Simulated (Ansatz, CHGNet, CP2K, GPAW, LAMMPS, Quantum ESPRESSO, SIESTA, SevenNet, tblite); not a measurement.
# GPAW on aqueous Cs+ and SO4 2-, 1.7 mol of salt per kg of water at 360 K (106 atoms): settings against a plane-wave reference

How do the settings of GPAW change the result for aqueous Cs+ and SO4 2-, 1.7 mol of salt per kg of water at 360 K (106 atoms)? A plane-wave run serves as the yardstick.

Calculated with GPAW 26.7.0; the method is named at each step.

## (1) The starting structure

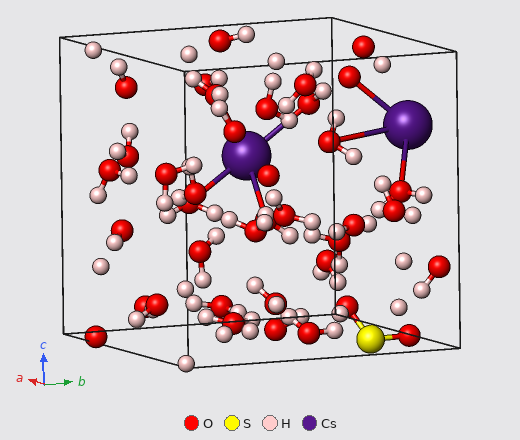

Start, viewed slightly off an axis; oxygen red, sulfur yellow, hydrogen pink, caesium purple. Bonds to atoms that aren't drawn are left out. Some periodic images of atoms are drawn too.

The cell holds 106 atoms: 37 O, 1 S, 66 H and 2 Cs. Its edges and angles: a = 10.287 Å, b = 10.287 Å, c = 10.287 Å, α = 90.0°, β = 90.0°, γ = 90.0°. 33 H2O, 2 Cs+, 1 SO4 2- placed at random, at 1.46 g/cm³; overlaps pushed apart, then 10 ps at 420 K with Joung-Cheatham ions (J. Phys. Chem. B 112, 9020 (2008)); MMFF94 bonds, angles, torsions, charges and radii (Halgren, J. Comput. Chem. 17, 490 (1996)) in harmonic and 12-6 forms; SPC/E water (Berendsen, Grigera and Straatsma, J. Phys. Chem. 91, 6269 (1987)). Snapshot after 20 ps at 360 K and fixed volume.

The yardstick, on the same geometry:

```
method                                           : Kohn-Sham DFT, PBE, PAW, plane waves (Ansatz 0.2.0); cutoff 420 eV, Γ point, fermi-dirac smearing of 0.05 eV; PAW set soft_2
r.m.s. force component                           : 0.6808 eV/Å
longest force                                    : 3.854 eV/Å
pressure                                         : 0.4929 GPa
gap (highest filled to lowest empty level) : 4.141 eV
SCF cycles                                       : 9
time                                             : 5.8 s on 8 threads of Arm Neoverse V2, shared host
CPU time                                         : 40 s
```

## (2) PBE, LCAO dzp, h 0.18 Å

Method: Kohn-Sham DFT, PBE, PAW, atomic orbitals (dzp).

File run.py:

```python
import numpy as np
from ase.io import read
from gpaw import GPAW, FermiDirac
from ase.parallel import parprint as print

atoms = read("structure.xyz")
atoms.calc = GPAW(
    mode="lcao",
    basis="dzp",
    h=0.18,
    xc="PBE",
    kpts={"size": (1, 1, 1), "gamma": True},
    occupations=FermiDirac(0.05),
    maxiter=200,
    symmetry={"point_group": False},
    txt="gpaw.txt",
)
energy = atoms.get_potential_energy(force_consistent=True)
forces = atoms.get_forces()
print(f"energy {energy:.6f} eV")
print("forces (eV/A)")
for i, (a, f) in enumerate(zip(atoms, forces)):
    print(f"{i:4d} {a.symbol:2s} {f[0]:10.5f} {f[1]:10.5f} {f[2]:10.5f}")
print(f"Fermi level {atoms.calc.get_fermi_level():.4f} eV")
for k in range(len(atoms.calc.get_ibz_k_points())):
    for s in range(atoms.calc.get_number_of_spins()):
        e = atoms.calc.get_eigenvalues(kpt=k, spin=s)
        n = np.searchsorted(e, atoms.calc.get_fermi_level())
        print(f"k {k} spin {s} levels about the Fermi level:", np.round(e[max(n - 6, 0):n], 4).tolist(), "|", np.round(e[n:n + 6], 4).tolist())
```

File structure.xyz:

```xyz
106
Lattice="10.28660 0.00000 0.00000 0.00000 10.28660 0.00000 0.00000 0.00000 10.28660" Properties=species:S:1:pos:R:3 pbc="T T T"
O 3.43254 8.34439 10.18764
S 2.11647 7.86935 0.23268
O 1.15519 8.89462 0.40797
O 1.72753 7.01947 9.42829
O 2.21831 7.04478 1.40371
O 5.87529 3.03115 5.17838
H 6.37718 3.07682 6.04214
H 5.34142 2.18611 5.14741
O 3.70379 0.10050 1.69821
H 3.60782 9.63392 1.04738
H 4.03811 10.03242 2.57144
O 5.29873 10.27261 4.16021
H 6.15015 0.09001 3.64619
H 5.50426 9.94714 5.08323
O 4.93613 5.34379 8.06984
H 4.12596 5.82201 7.73079
H 5.18784 5.70865 8.96621
O 2.38083 9.19437 5.23722
H 2.86739 8.60577 4.59163
H 2.57360 10.15246 5.02531
O 9.66704 3.67715 5.37228
H 9.17575 4.49298 5.67728
H 9.48023 3.51853 4.40277
O 3.34808 1.64442 5.24534
H 4.06753 1.15035 4.75714
H 3.22598 2.54768 4.83388
O 8.71738 1.10972 5.78590
H 9.07556 1.99807 5.49829
H 8.50311 0.55959 4.97871
O 8.29265 10.10946 3.33080
H 7.79745 0.30644 2.60909
H 9.21268 9.88378 3.01027
O 5.70701 0.42329 6.65399
H 5.32332 0.33339 7.57310
H 6.70275 0.49252 6.71386
O 2.88416 4.33704 4.51643
H 3.79956 4.73657 4.56550
H 2.28126 4.94734 4.00262
O 3.63240 7.42631 3.50660
H 4.31502 6.71520 3.67551
H 3.03146 7.14085 2.76010
O 5.52812 7.09673 0.10348
H 4.75529 7.71536 0.24482
H 5.45529 6.32317 0.73313
O 0.93227 5.73046 3.22547
H 0.15944 5.14505 2.98065
H 1.22493 6.24942 2.42229
O 7.85361 0.11336 0.17539
H 8.02056 9.42787 0.34018
H 8.64496 0.51382 10.00022
O 8.87857 4.55079 2.71700
H 8.13711 4.83717 3.32391
H 8.53850 4.49638 1.77814
O 7.49996 7.13005 3.95551
H 7.25987 8.06634 3.69906
H 8.36105 7.13417 4.46397
[... 46 atom lines left out ...]
H 3.99490 2.15556 9.43096
H 4.66826 3.46144 8.71830
Cs 0.16047 8.48912 7.84806
Cs 1.63351 3.04998 6.97987
```

Run with:

```
$ OMP_NUM_THREADS=1 mpirun -np 2 gpaw python run.py > output.txt
```

Output:

```text
energy -492.745746 eV
forces (eV/A)
   0 O     3.53556    3.29068   -0.80656
   1 S     2.12574   -1.99810   -0.77363
   2 O    -3.98240    4.39727    0.69733
   3 O    -1.60020   -3.37675   -3.36364
   4 O    -0.27136   -2.36124    4.31367
   5 O     0.54268    0.16615    0.18980
   6 H    -0.64046   -0.61664   -0.64142
   7 H     0.61817    0.32983    0.70391
   8 O     0.06562    0.33162    0.33532
   9 H     0.14548   -0.09948    0.24802
  10 H     0.01862   -0.27487   -0.08118
  11 O    -0.17036   -0.00016   -1.30328
  12 H    -0.48004   -0.02003    0.67540
  13 H     0.23351    0.28896    0.38275
  14 O     0.76122   -0.62159    0.06024
  15 H     0.24280    0.41678   -0.02356
  16 H    -0.39936    0.34359   -0.41021
  17 O    -0.31206    0.05684    0.59994
  18 H     0.20227    0.05324   -0.29766
  19 H     0.10657   -0.38410    0.09890
  20 O     0.00136   -0.24934   -0.56371
  21 H    -0.36769   -0.13754   -0.15231
  22 H    -0.03417    0.65151    0.21975
  23 O    -0.19277   -0.39076   -0.09778
[...]
98 O    -0.40607    0.27398   -0.59860
  99 H     0.40033    0.77341   -0.18984
 100 H    -0.30483   -0.71543    0.66770
 101 O    -0.19835   -0.60311    0.27255
 102 H     0.37167    0.49021   -0.47938
 103 H    -0.35546    0.05700    0.22787
 104 Cs   -1.30044    1.01226   -1.19347
 105 Cs    0.08099   -0.16358    0.09113
Fermi level -0.3559 eV
k 0 spin 0 levels about the Fermi level: [-1.8902, -1.8795, -1.8313, -1.8177, -1.7836, -1.5798] | [2.4856, 3.9654, 4.1985, 4.2415, 4.4449, 4.5859]
```

gpaw.txt:

```text
Input parameters:
  mode=LCAO(),
  basis={'default': 'dzp'},
  h=0.18,
  kpts=MonkhorstPack(size=(1, 1, 1), gamma=True),
  maxiter=200,
  occupations=Occupations(name='fermi-dirac', width=0.05, fixmagmom=False),
  symmetry=Symmetry(point_group=False),
  xc=XC(name='PBE')
Unit cell  # Å
| periodic |         x |         y |         z |   lengths |    angles |
|----------|-----------|-----------|-----------|-----------|-----------|
|      yes | 10.286600 |  0.000000 |  0.000000 | 10.286600 | 90.000000 |
|      yes |  0.000000 | 10.286600 |  0.000000 | 10.286600 | 90.000000 |
|      yes |  0.000000 |  0.000000 | 10.286600 | 10.286600 | 90.000000 |
Number of symmetries: 1
Symmetry operations  # r_c * U_cc + t_c -> r_c
|   | kind |            matrix            |
|---|------|------------------------------|
| 0 |  E   |  1, 0, 0,  0, 1, 0,  0, 0, 1 |
BZ-sampling:
  Number of BZ points: 1
  Number of IBZ points: 1
  Monkhorst-Pack size: [1, 1, 1]
  Monkhorst-Pack shift: [0, 0, 0]
[... lines left out ...]
        l=1, rc=10.6875 Bohr: 6p-dz split-valence wave
        l=2, rc=9.8281 Bohr: 5d-dz split-valence wave
        l=1, rc=14.1406 Bohr: p-type Gaussian polarization
      Number of RI-basis functions 0
Reference energy: -510793.658719  # eV
eigensolver:
density mixing:
  MSR1-Mixer
occupation numbers:
  Fermi-Dirac:
    width: 0.0500  # eV
FastPoissonSolver using
    Stencil: 6*3+1=19 point O(h^6) finite-difference Laplacian
xc functional:
  name: PBE with 2 nearest neighbor stencil
interpolation: tri-quintic # 5. degree polynomial
Initialization done in: 4.744 s
convergence criteria:
- Maximum [total energy] change in last 3 cyles: 0.0005 eV / valence electron
- Maximum integral of absolute [dens]ity change: 0.0001 electrons / valence electron
- Maximum integral of absolute [eigenst]ate change: 4e-08 eV^2 / valence electron
maximum number of iterations: 200
SCF iterations
|iter     |      energy | eigst |  dens |
|---------|-------------|-------|-------|
|iter:   1| -519.823477 |      c|       |
|iter:   2| -513.149517 |      c| -0.84 |
|iter:   3| -492.777963 |      c| -0.88 |
|iter:   4| -492.754837 |      c| -1.45 |
|iter:   5| -492.747875c|      c| -1.80 |
|iter:   6| -492.745914c|      c| -2.84 |
|iter:   7| -492.745756c|      c| -3.15 |
|iter:   8| -492.745749c|      c| -3.65 |
|iter:   9| -492.745746c|      c| -4.22c|
Converged in 9 steps
SCF loop duration: 34.010 s (3.779 s/step)
Energy contributions relative to reference atoms: (reference = -510793.658719)
Energy contributions:
  Kinetic:         455.942606
  Coulomb:        -484.285136
  Zero:              7.880240
  External:          0.000000
  Xc:             -472.283457
  Entropy:          -0.000000
  Spinorbit:         0.000000
  ----------------------------
  Free energy:    -492.745746
  Extrapolated:   -492.745746
dipole moment: (-54.512801, -32.941764, -39.250397)  # |e|*Ang
Fermi level: -0.356
Eigenvalues  # (at kpt = [0.000, 0.000, 0.000])
| band index |      eig [eV] | occ [0-2] |
|------------|---------------|-----------|
|          0 |       -27.089 |     2.000 |
|        ... |               |           |
|        148 |        -2.015 |     2.000 |
|        149 |        -1.990 |     2.000 |
[...]
|        163 |         5.120 |     0.000 |
|        ... |               |           |
|        191 |         7.786 |     0.000 |
Gap: 4.065 eV
Transition (v -> c):
  (s=0, k=0, n=155, [0.00, 0.00, 0.00]) -> (s=0, k=0, n=156, [0.00, 0.00, 0.00])
No difference between direct/indirect transitions
Force computation time: 7.729  # s
```

Run time: 48 s. Hardware: 2 MPI ranks of Arm Neoverse V2, shared host; peak memory 1.3 GiB.

Banners, paths, timers and routine set-up lines are dropped from the logs unmarked, and long logs keep their key lines alone; longer cuts are marked.

Numbers from this run, and their distance from the reference:

- r.m.s. force component: 0.7247 eV/Å
- r.m.s. difference of force components: 459.3 meV/Å
- longest difference of force vectors: 2122 meV/Å
- force difference over r.m.s. force: 67.46 %
- slope of forces against the reference's: 0.8391
- correlation of force components: 0.7882
- gap (highest filled to lowest empty level): 4.065 eV
- gap difference: -0.0758 eV

This run lies far from the reference in forces at the same functional.

Length of the force difference by element (eV/Å):

| element | atoms | mean | most |
| --- | --- | --- | --- |
| Cs | 2 | 0.071 | 0.12 |
| H | 66 | 0.67 | 0.70 |
| O | 37 | 0.93 | 2.1 |
| S | 1 | 0.24 | 0.24 |

Levels nearest the highest filled one (eV from it): -0.31, -0.30, -0.25, -0.24, -0.20, 0.00, 4.07, 5.55, 5.78, 5.82, 6.02, 6.17.

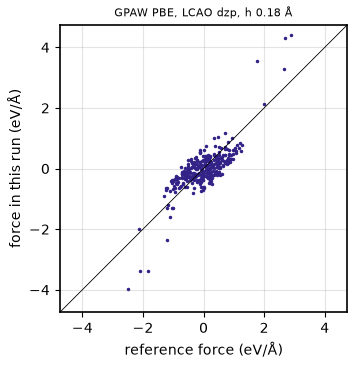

Force components against those of the reference; the line marks equality.

A closer look about S2, the only S atom: 10 atoms, nearest first, numbered in the order of the input, with positions taken from that point.

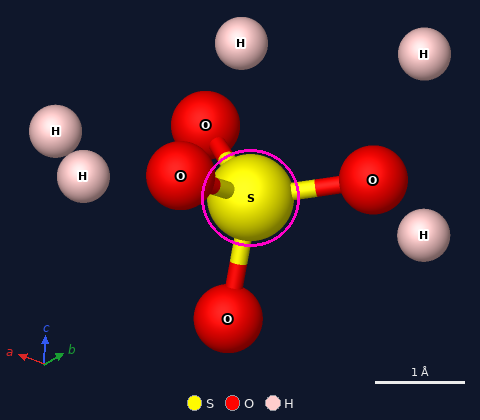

The atoms of the table, within 2.6 Å (arrows a, b, c point along x, y, z); some may hide others; the central atom is ringed.

| atom | x | y | z | distance (Å) | bonds | Fx | Fy | Fz (eV/Å) |
| --- | --- | --- | --- | --- | --- | --- | --- | --- |
| S2 | 0.00 | 0.00 | 0.00 | 0.00 | 4 | 2.13 | -2.00 | -0.77 |
| O3 | -0.96 | 1.03 | 0.18 | 1.42 | 2 | -3.98 | 4.40 | 0.70 |
| O5 | 0.10 | -0.82 | 1.17 | 1.44 | 1 | -0.27 | -2.36 | 4.31 |
| O4 | -0.39 | -0.85 | -1.09 | 1.44 | 2 | -1.60 | -3.38 | -3.36 |
| O1 | 1.32 | 0.48 | -0.33 | 1.44 | 1 | 3.54 | 3.29 | -0.81 |
| H58 | -2.37 | 0.07 | 0.29 | 2.39 | 1 | -0.28 | -0.35 | 0.46 |
| H10 | 1.49 | 1.76 | 0.81 | 2.45 | 1 | 0.15 | -0.10 | 0.25 |
| H71 | 0.71 | -2.30 | 0.86 | 2.56 | 1 | -0.47 | -0.10 | -0.46 |
| H73 | -1.34 | 1.34 | 1.77 | 2.60 | 1 | 0.30 | 0.83 | 0.26 |
| H43 | 2.64 | -0.15 | 0.01 | 2.64 | 1 | 0.02 | -0.73 | 0.17 |

Atoms are counted from 1 here, from 0 in the log.

Forces lie 67 % from the reference's, at 2.4 times its CPU time (on 2 against 8 cores).

## (3) LDA, LCAO dzp, h 0.18 Å

Method: Kohn-Sham DFT, LDA, PAW, atomic orbitals (dzp).

Edit run.py of step 2 so:

```diff
@@ -10,3 +10,3 @@
     h=0.18,
-    xc="PBE",
+    xc="LDA",
     kpts={"size": (1, 1, 1), "gamma": True},
```

structure.xyz is that of step 2.

Output:

```text
energy -530.233875 eV
forces (eV/A)
   0 O     3.04113    3.07603   -0.51298
   1 S     2.07879   -2.02857   -0.86241
   2 O    -3.59728    3.87689    0.70105
   3 O    -1.43548   -2.95914   -2.91792
   4 O    -0.26362   -2.09135    3.84229
   5 O     0.52176    0.42347    0.01945
   6 H    -0.54692   -0.57303   -0.52844
   7 H     0.39267    0.06071    0.65657
   8 O     0.05038    0.62821    0.22524
   9 H     0.08423   -0.28969   -0.02323
  10 H     0.15127   -0.30697    0.26516
  11 O    -0.48172    0.17661   -1.37376
  12 H    -0.26725    0.04399    0.49215
  13 H     0.20468    0.28233    0.75815
  14 O     0.80618   -0.81149    0.10845
  15 H    -0.05523    0.55126   -0.22386
  16 H    -0.26841    0.41985   -0.11412
  17 O    -0.47446   -0.11814    0.67126
  18 H     0.33777   -0.22017   -0.49518
  19 H     0.15522   -0.05066    0.11935
  20 O     0.07738   -0.47726   -0.42121
  21 H    -0.49188    0.08410    0.04701
  22 H    -0.03947    0.61226   -0.03728
  23 O    -0.23391   -0.47672    0.08433
[...]
98 O    -0.58446    0.07564   -0.60660
  99 H     0.44331    0.49381   -0.04418
 100 H    -0.21528   -0.53013    0.66844
 101 O    -0.42827   -0.48009    0.24685
 102 H     0.36419    0.28495   -0.37056
 103 H    -0.20232    0.33529    0.15657
 104 Cs   -1.20223    0.80585   -1.05041
 105 Cs    0.17421   -0.02552    0.00348
Fermi level -0.6436 eV
k 0 spin 0 levels about the Fermi level: [-2.1239, -2.11, -2.0732, -2.0624, -2.0198, -1.8428] | [1.979, 3.4693, 3.7215, 3.7408, 3.9793, 4.0979]
```

gpaw.txt:

```text
Input parameters:
  mode=LCAO(),
  basis={'default': 'dzp'},
  h=0.18,
  kpts=MonkhorstPack(size=(1, 1, 1), gamma=True),
  maxiter=200,
  occupations=Occupations(name='fermi-dirac', width=0.05, fixmagmom=False),
  symmetry=Symmetry(point_group=False),
  xc=XC(name='LDA')
Unit cell  # Å
| periodic |         x |         y |         z |   lengths |    angles |
[... lines left out ...]
  Fermi-Dirac:
[... lines left out ...]
convergence criteria:
- Maximum [total energy] change in last 3 cyles: 0.0005 eV / valence electron
[... lines left out ...]
Converged in 9 steps
[... lines left out ...]
  Coulomb:        -476.451864
  Zero:              7.709792
  External:          0.000000
  Xc:             -511.430653
  Entropy:          -0.000000
  Spinorbit:         0.000000
  ----------------------------
  Free energy:    -530.233875
  Extrapolated:   -530.233875
dipole moment: (-54.659411, -32.987438, -39.406672)  # |e|*Ang
Fermi level: -0.644
Eigenvalues  # (at kpt = [0.000, 0.000, 0.000])
| band index |      eig [eV] | occ [0-2] |
|------------|---------------|-----------|
|          0 |       -27.389 |     2.000 |
|        ... |               |           |
|        148 |        -2.260 |     2.000 |
|        149 |        -2.246 |     2.000 |
[...]
|        163 |         4.639 |     0.000 |
|        ... |               |           |
|        191 |         7.254 |     0.000 |
Gap: 3.822 eV
Transition (v -> c):
  (s=0, k=0, n=155, [0.00, 0.00, 0.00]) -> (s=0, k=0, n=156, [0.00, 0.00, 0.00])
No difference between direct/indirect transitions
Force computation time: 7.511  # s
```

The job ended after 43 s (2 MPI ranks; peak memory 1.3 GiB; 86 s of CPU time).

Against the reference:

```
r.m.s. force component                           : 0.6797 eV/Å
r.m.s. difference of force components            : 581.9 meV/Å
longest difference of force vectors              : 1488 meV/Å
force difference over r.m.s. force               : 85.47 %
slope of forces against the reference's          : 0.6332
correlation of force components                  : 0.6342
gap (highest filled to lowest empty level) : 3.822 eV
gap difference                                   : -0.3194 eV
```

Against the first run (67 %), the force difference from the reference is 85 %, at 0.89 times the CPU time; the model has changed, so this is no error of the program alone.

## (4) PBE, LCAO szp(dzp), h 0.18 Å

Method: Kohn-Sham DFT, PBE, PAW, atomic orbitals (szp(dzp)).

Edit run.py of step 3 so:

```diff
@@ -3,3 +3,2 @@
 from gpaw import GPAW, FermiDirac
-from ase.parallel import parprint as print
 
@@ -8,5 +7,5 @@
     mode="lcao",
-    basis="dzp",
+    basis="szp(dzp)",
     h=0.18,
-    xc="LDA",
+    xc="PBE",
     kpts={"size": (1, 1, 1), "gamma": True},
```

structure.xyz is that of step 3.

Run with:

```
$ OMP_NUM_THREADS=1 python run.py > output.txt
```

Output:

```text
energy -443.460325 eV
forces (eV/A)
   0 O     4.29658    3.79869   -1.07186
   1 S     1.76205   -2.28178   -0.97823
   2 O    -4.55235    5.07154    0.81808
   3 O    -1.75160   -3.66744   -3.78622
   4 O    -0.23267   -2.96250    5.09176
   5 O     0.53653    1.76200   -1.35771
[...]
103 H     1.17217    1.10088    0.15816
 104 Cs   -1.32519    0.86268   -1.01026
 105 Cs    0.41134   -0.06745   -0.04306
Fermi level 0.0306 eV
k 0 spin 0 levels about the Fermi level: [-1.7065, -1.6882, -1.639, -1.5779, -1.5021, -1.2492] | [2.9385, 4.1624, 4.4518, 4.6003, 4.8101, 4.9019]
```

gpaw.txt:

```text
Input parameters:
  mode=LCAO(),
  basis={'default': 'szp(dzp)'},
  h=0.18,
  kpts=MonkhorstPack(size=(1, 1, 1), gamma=True),
  maxiter=200,
  occupations=Occupations(name='fermi-dirac', width=0.05, fixmagmom=False),
[... lines left out ...]
  Fermi-Dirac:
[... lines left out ...]
convergence criteria:
- Maximum [total energy] change in last 3 cyles: 0.0005 eV / valence electron
[... lines left out ...]
Converged in 9 steps
[... lines left out ...]
  Free energy:    -443.460325
[... lines left out ...]
Fermi level: 0.031
[... lines left out ...]
|        ... |               |           |
|        191 |         8.881 |     0.000 |
Gap: 4.188 eV
Transition (v -> c):
  (s=0, k=0, n=155, [0.00, 0.00, 0.00]) -> (s=0, k=0, n=156, [0.00, 0.00, 0.00])
No difference between direct/indirect transitions
Force computation time: 10.857  # s
timing:  # [seconds]
  Total:  63.067  # ━━━━━━━━━━━━━━━━━━━━━━━━━━━━━━━━━━━━━━━━━━━━━━━━━━━━━━━━━
  Init:    6.198  # ━━━━━╸
  SCF:    45.982  # ━━━━━━━━━━━━━━━━━━━━━━━━━━━━━━━━━━━━━━━━━╸
  Forces: 10.857  # ━━━━━━━━━━
```

Elapsed: 64 s, on 1 thread; peak memory 1 GiB.

Numbers from this run, and their distance from the reference:

| Item | Value |
| --- | --- |
| r.m.s. force component | 1.395 eV/Å |
| r.m.s. difference of force components | 1548 meV/Å |
| longest difference of force vectors | 3300 meV/Å |
| force difference over r.m.s. force | 227.3 % |
| slope of forces against the reference's | 0.0141 |
| correlation of force components | 0.00689 |
| gap (highest filled to lowest empty level) | 4.188 eV |
| gap difference | 0.0465 eV |

This is a coarse setting, run to see what it loses.

Against the first run (67 %), the force difference from the reference is 227 %, at 0.66 times the CPU time (on 1 against 2 cores), with 638 basis functions against 882: the smaller basis costs accuracy.

(Continued in part 2 of 2.)

[Also dropped from logs without a mark: logging warnings of Python, and SIESTA's first energy breakdown and zero terms.]

[Logs are printed without paths, hosts, clocks, repeated set-up lines and the standing remarks that a program may print on its own settings, such as how far it seeks lower states.]

[Hosts, paths, dates, database ids (printed as entryN), source tags and the programs' standing remarks are cut or masked in the printed files.]

[The MMFF94 radii named for the starting cell were scaled by 0.96; in molecules described by MMFF94, hydrogen bound to N, O or S took a small fixed 12-6 site in their place.]
